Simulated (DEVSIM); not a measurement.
System: Cr/SiO2/p-Si capacitor, at 400 K.

```csv
layer (left to right),material,thickness (nm),Na (cm⁻³)
1,SiO2,14.0,-
2,Si,760,5.7e17
```

Metal gate on the left, work function 4.5 eV. Fixed charge at the semiconductor interface -1.5e11 cm⁻² (in units of +e); no interface traps.

Constants are typed, rounded textbook-type inputs, not results; the design itself was drawn at random and stands for no fabricated device. Values at 300 K; Nc and Nv go as T^1.5, mobilities as T to minus their exponent, the gap by Varshni's rule with the affinity fixed.

| parameter | SiO2 | Si |
|---|---|---|
| gap (eV) | 9 | 1.124 |
| affinity (eV) | 0.9 | 4.05 |
| permittivity | 3.9 | 11.7 |
| Nc (cm⁻³) | - | 2.86e19 |
| Nv (cm⁻³) | - | 3.1e19 |
| Varshni α (eV/K) | - | 0.000473 |
| Varshni β (K) | - | 636 |

DEVSIM, 1D Poisson equation in equilibrium, Boltzmann statistics, complete ionisation; no quantum confinement or tunnelling. Metal contacts follow the ideal Schottky-Mott rule: no Fermi-level pinning, no interface dipoles.

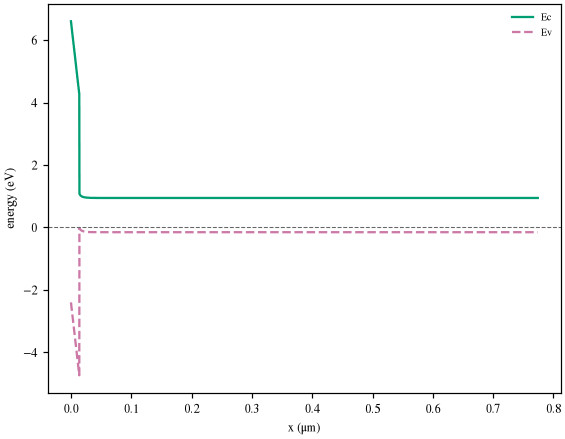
Figure: Band edges at -3.0 V on the gate

Energies count from the Fermi level of the right contact; mesh points crowd at the junctions.

```csv
x (μm),Ec (eV),Ev (eV),n (cm⁻³),p (cm⁻³),field (V/cm)
0.000,6.600,-2.400,< 1e2,< 1e2,-1700000
0.001130,6.409,-2.591,< 1e2,< 1e2,-1700000
0.003044,6.086,-2.914,< 1e2,< 1e2,-1700000
0.006629,5.480,-3.520,< 1e2,< 1e2,-1700000
0.01125,4.699,-4.301,< 1e2,< 1e2,-1700000
0.01304,4.397,-4.603,< 1e2,< 1e2,-1700000
0.01408,1.081,-0.016,1100000,3.0e19,-540000
0.01594,1.022,-0.075,5900000,5.5e18,-200000
0.01914,0.983,-0.114,1.8e7,1.8e18,-76000
0.02523,0.957,-0.140,3.9e7,8.3e17,-22000
0.03804,0.945,-0.151,5.4e7,6.0e17,-2500
0.07561,0.944,-0.153,5.7e7,5.7e17,≈ 0
0.1405,0.944,-0.153,5.7e7,5.7e17,≈ 0
0.2638,0.944,-0.153,5.7e7,5.7e17,≈ 0
0.5456,0.944,-0.153,5.7e7,5.7e17,≈ 0
0.6584,0.944,-0.153,5.7e7,5.7e17,≈ 0
0.7177,0.944,-0.153,5.7e7,5.7e17,≈ 0
0.7460,0.944,-0.153,5.7e7,5.7e17,≈ 0
0.7638,0.944,-0.153,5.7e7,5.7e17,≈ 0
0.7694,0.944,-0.153,5.7e7,5.7e17,≈ 0
0.7723,0.944,-0.153,5.7e7,5.7e17,≈ 0
0.7740,0.944,-0.153,5.7e7,5.7e17,≈ 0
```
